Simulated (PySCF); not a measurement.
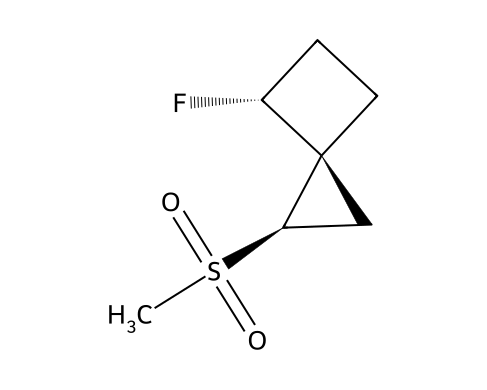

A structural formula.

**Write the SMILES.**

CS(=O)(=O)[C@@H]1C[C@@]12CC[C@H]2F

**What is the molecular formula?**

C7H11FO2S.

**An optimisation with GFN2-xTB gave a structure of which point group?**

C1.

More results for the same structure follow; atom numbers are the same in all pictures, views and colours differ. The geometry was computed by an optimisation with GFN2-xTB. No frequency run is at hand to confirm it as a minimum.

### Shape

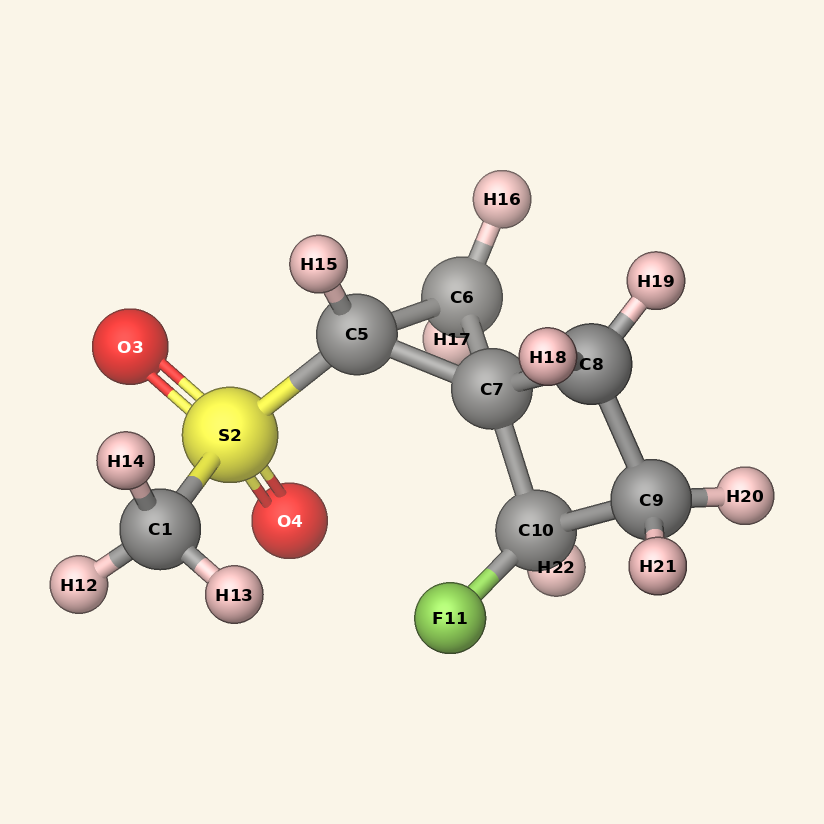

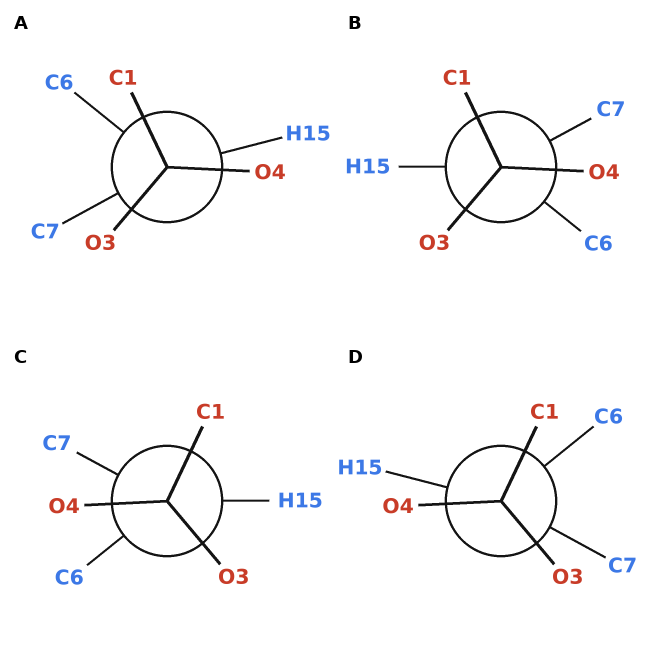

Distant atoms are faded towards the background colour. Bonds that would overlap in a projection are set slightly apart. No frequency run is at hand to confirm it as a minimum.

**Which Newman projection shows the view along S2–C5, with S2 in front?**

B. The torsion angle O3–S2–C5–C6 is −91°, about perpendicular.

### Ring current

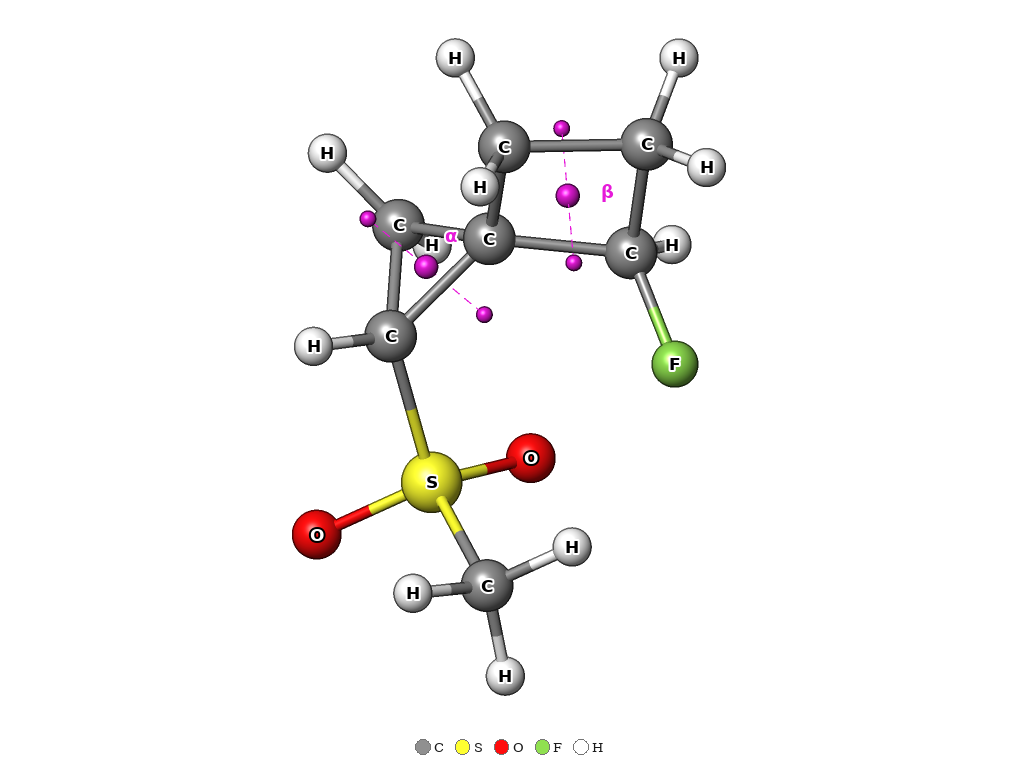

The small points mark where nucleus-independent chemical shifts (NICS) were computed: at the centre of each lettered ring and 1 Å above and below it. No frequency run is at hand to confirm it as a minimum. Level of theory: GIAO PBE0/pcSseg-1 NMR shielding, non-relativistic, gas phase (PySCF 2.14.0).

Give NICS(0), NICS(1) and the out-of-plane component NICS(1)zz for each ring (means of the two sides).

| ring | members | NICS(0) | NICS(1) | NICS(1)zz |
| --- | --- | --- | --- | --- |
| α | C3 | −41.8 | −9.1 | −21.8 |
| β | C4 | 1.6 | 0.0 | 4.0 |

Values in ppm.

### NMR shielding

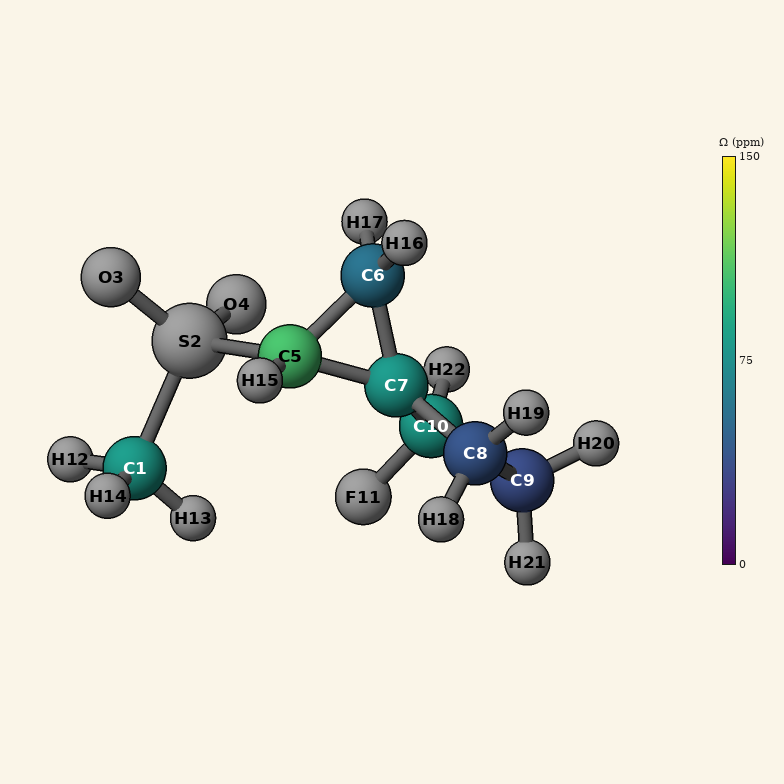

The C atoms are coloured by the span of their shielding tensor. No frequency run is at hand to confirm it as a minimum. Properties computed with GIAO PBE0/pcSseg-1 NMR shielding, non-relativistic, gas phase (PySCF 2.14.0). Principal shieldings σ11 ≤ σ22 ≤ σ33, span Ω = σ33 − σ11, skew κ = 3(σiso − σ22)/Ω.

**Which C atom has the most anisotropic shielding?**

C5, with a span of 107 ppm.

Give the shielding tensors of the C atoms.

| atom | σ11 | σ22 | σ33 | σiso | Ω | κ |
| --- | --- | --- | --- | --- | --- | --- |
| C1 | 106.6 | 118.9 | 188.6 | 138.0 | 82.0 | 0.70 |
| C5 | 90.0 | 124.6 | 197.0 | 137.2 | 107.0 | 0.35 |
| C6 | 136.1 | 176.9 | 193.3 | 168.8 | 57.1 | −0.43 |
| C7 | 119.8 | 150.4 | 200.1 | 156.8 | 80.3 | 0.24 |
| C8 | 142.0 | 151.6 | 182.2 | 158.6 | 40.2 | 0.52 |
| C9 | 141.0 | 160.0 | 176.9 | 159.3 | 35.9 | −0.06 |
| C10 | 51.6 | 77.6 | 133.8 | 87.7 | 82.2 | 0.37 |

Shieldings and span in ppm.

### Electronic properties

No frequency run is at hand to confirm it as a minimum. Level of theory: PBE0/pcSseg-1, gas phase (PySCF 2.14.0).

Computed properties:

- dipole moment: 4.88 D
- HOMO energy (Kohn–Sham orbital): −8.10 eV
- LUMO energy (Kohn–Sham orbital): 0.91 eV
- HOMO–LUMO gap: 9.01 eV

### Charges

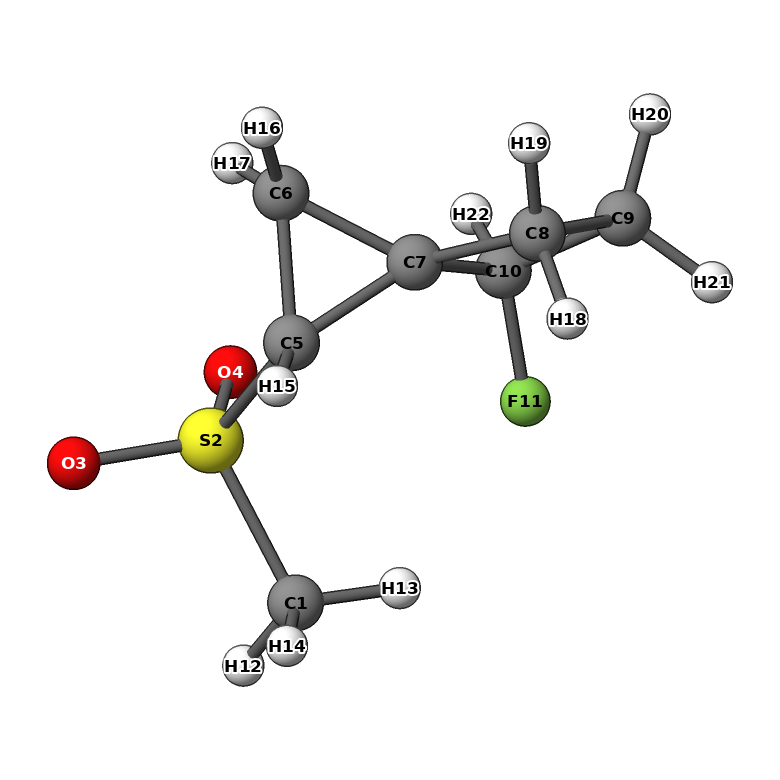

The questions are on Hirshfeld charges. No frequency run is at hand to confirm it as a minimum. Method: PBE0/pcSseg-1, gas phase (PySCF 2.14.0).

**Which atom carries the highest charge (most positive or least negative)?**

S2 (0.52 e).

**And the lowest?**

O3 (−0.34 e).

List the Hirshfeld charges.

| atom | value (e) |
| --- | --- |
| C1 | −0.12 |
| S2 | 0.52 |
| O3 | −0.34 |
| O4 | −0.30 |
| C5 | −0.06 |
| C6 | −0.08 |
| C7 | −0.01 |
| C8 | −0.07 |
| C9 | −0.08 |
| C10 | 0.06 |
| F11 | −0.10 |
| H12 | 0.07 |
| H13 | 0.05 |
| H14 | 0.06 |
| H15 | 0.06 |
| H16 | 0.06 |
| H17 | 0.05 |
| H18 | 0.04 |
| H19 | 0.04 |
| H20 | 0.05 |
| H21 | 0.05 |
| H22 | 0.04 |
